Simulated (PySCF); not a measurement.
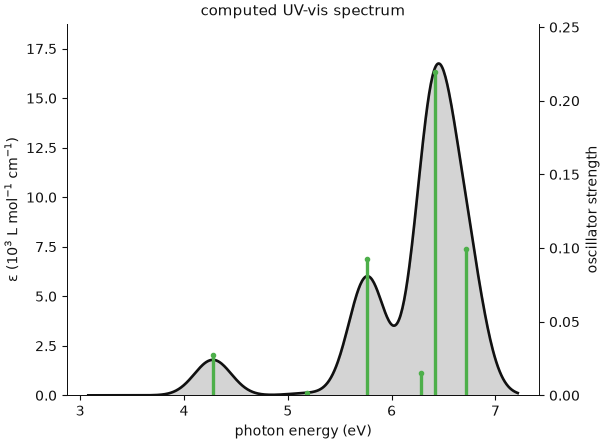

Vertical TDDFT excitations, PBE0/def2-SVPD in PySCF, at a GFN2-xTB geometry (no frequency check), gas phase. The lowest 6 singlet states are shown; each is broadened by a Gaussian of 1/e half-width 0.25 eV. Sticks give oscillator strengths (right axis).

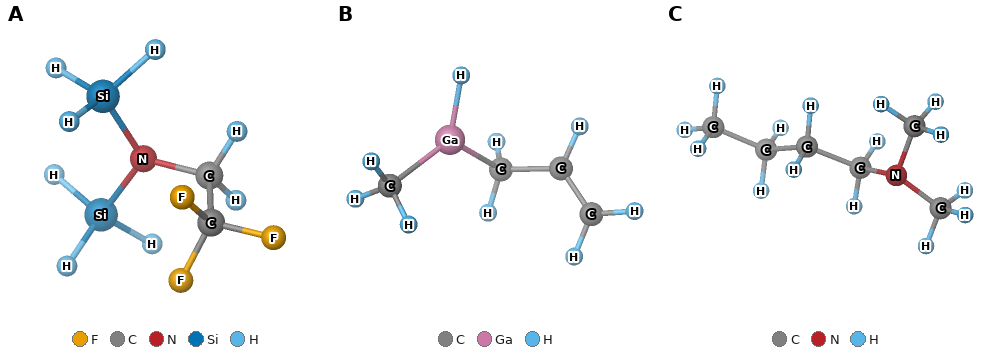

Whose absorption spectrum is this? The candidates are drawn in the second picture.

Structure B, C₄H₉Ga, SMILES C=C[CH2][GaH][CH3], singlet. Its lowest singlet lies at 4.28 eV (f = 0.028) and the brightest of those computed is S5 at 6.42 eV (193 nm), f = 0.219, mixed, the largest part being HOMO → LUMO+2 (45 %).

Known limits of this run: states above the negative HOMO energy depend on the basis; the tight-binding geometry is rougher than a DFT one and adds to the error; one conformer of a flexible molecule; core orbitals are frozen in the response.
